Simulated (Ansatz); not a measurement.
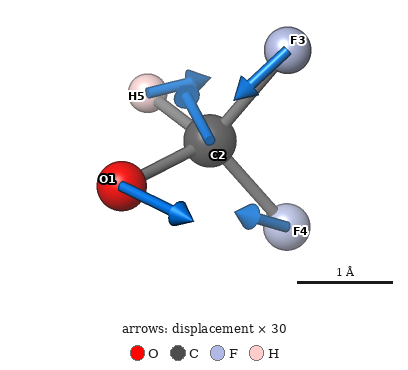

This is a relaxation of CHF$_{2}$O (multiplicity 2). The starting structure is drawn; blue arrows show the displacements, 30 times their true length. The two geometries are superimposed by the best rigid fit.

Style: ball-and-stick. Shown at a tilt.

The start comes from PBE-D4/def2-SVP.

Theory: UKS PBE0-D4/def2-TZVP in Ansatz 0.2.0. (force threshold 0.005 eV/Å; at most 150 steps)

**Describe the change and its energy.**

The energy falls by 0.053 eV in 5 geometry steps. The largest force component goes from 1.1 to 0.0013 eV/Å. The largest move after the best rigid fit is that of C2, 0.039 Å. By element the largest moves are C 0.039 Å, O 0.035 Å, F 0.026 Å, H 0.025 Å. Near-neighbour distances that change, for instance: C2–H5 1.154 → 1.113 Å, O1–C2 1.300 → 1.320 Å, C2–F3 1.364 → 1.347 Å. Among the angles between lasting bonds that change: O1–C2–H5 99.7° → 103.3°, O1–C2–F3 116.9° → 113.9°. The run took of the order of 40 core-seconds on a shared host.
